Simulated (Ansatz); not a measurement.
System: Bi3B4Sb (ordered alloy, started on the zincblende lattice) (R3m).

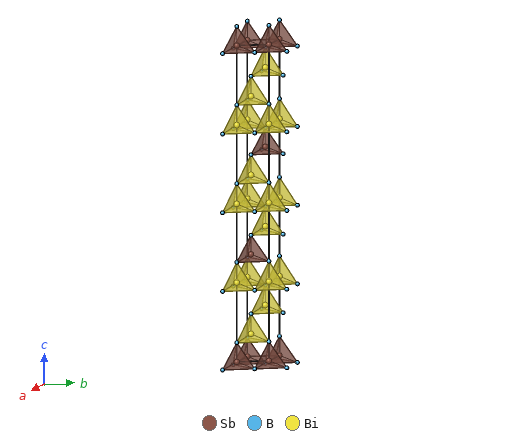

The structure (antimony brown, boron blue, bismuth yellow). Some periodic images of atoms are drawn too.

```yaml
crystal:
  lattice:
    - [1.92949, 1.11399, 12.59731]
    - [-1.92949, 1.11399, 12.59731]
    - [0.00000, -2.22798, 12.59731]
  atoms:
    - { symbol: Sb, position: [0.99971, 0.99971, 0.99971] }
    - { symbol: B, position: [0.68526, 0.68526, 0.68526] }
    - { symbol: Bi, position: [0.74897, 0.74897, 0.74897] }
    - { symbol: B, position: [0.43699, 0.43699, 0.43699] }
    - { symbol: Bi, position: [0.50015, 0.50015, 0.50015] }
    - { symbol: B, position: [0.18819, 0.18819, 0.18819] }
    - { symbol: Bi, position: [0.25122, 0.25122, 0.25122] }
    - { symbol: B, position: [0.93952, 0.93952, 0.93952] }
```

The structure was relaxed with PBE. The runs that relaxed it are not among those shown. Spin-orbit coupling is left out unless a run names it. PAW set soft_2, made with PBE.

Gaps computed with Ansatz 0.2.0 without a self-energy: PBE 0.50 eV, PBE+SOC 0.32 eV and HSE06 1.10 eV.

**Question.** What gap should G0W0 on PBE give (4×4×4 mesh, 425 empty bands, screening to 110 eV, default PAW files)?

About 0.92 eV: on its mesh the run moves the gap from 0.49 eV by +0.44 eV. A band edge moves to another state on the way. Among the scalar-relativistic levels given, HSE06 is nearest (+0.18 eV). Spin-orbit coupling is not in that value; its −0.18 eV at the PBE level would bring it to about 0.74 eV. Bands and cutoff are finite, so the gap is not at the basis limit. The miss can reach some tenths of an eV and take either sign; the mesh is an error of its own. Where an edge is built on 6p states of lead, bismuth or thallium, scalar-relativistic gaps usually stand too wide, by a few tenths to over one eV. The RPA ε∞ on this mesh reaches over 25; with a narrow direct gap a coarse mesh can overstate it, and the correction is then too small. The many-body steps are scalar-relativistic: spin-orbit coupling is not in them.

[Paths, hosts, dates, memory and timing lines, banners, echoed tables and standing remarks are left out of the program output.]

[Logs are printed without paths, hosts, clocks, repeated set-up lines and the standing remarks that a program may print on its own settings, such as how far it seeks lower states.]

[Runs of the session that timed out or met a known fault of the program may be left out.]

[Cells called generated may have been cut or substituted from an entry of the Crystallography Open Database or the Materials Project.]

[Hosts, paths, dates, database ids (printed as entryN), source tags and the programs' standing remarks are cut or masked in the printed files.]
